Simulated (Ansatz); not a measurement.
The relaxed structure here is a generated cell of Al: the first start was made by placing the elements on the sites of a structure type, and the end was not matched to a known phase here, so it may be hypothetical. Known forms of Al include space group No. 225.

A relaxed structure of Al. Space group I4/mmm (No. 139), AFLOW prototype A_tI2_139_a (A_a). These are PBEsol (plane waves to 420 eV, PAW, scalar-relativistic; Ansatz, a program for electronic structure) values and carry that method's errors.

Space group I4/mmm (No. 139); a = b = 3.4626 Å, c = 2.7836 Å, α = β = γ = 90.00°

| atom | site | symmetry | x | y | z |
|---|---|---|---|---|---|
| Al | 2b | 4/mmm | 0.0000 | 0.0000 | 0.5000 |
(The calculation used a cell of 1 atom; values per cell refer to that cell.)

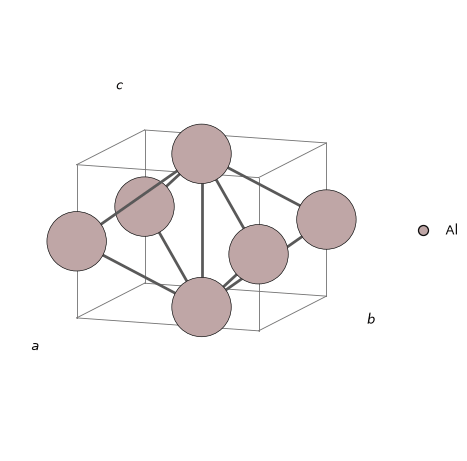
*The conventional cell of the relaxed structure*

```json
{
 "volume_per_atom": "16.69 Å³",
 "band_gap": "no gap (metallic)",
 "shortest_distances": "Al–Al 2.78 Å",
 "k-mesh": "21×21×21"
}
```

No spin polarisation in the result.

The run could not lose the symmetry of its start: the end is stationary, and may be a saddle point rather than a minimum.
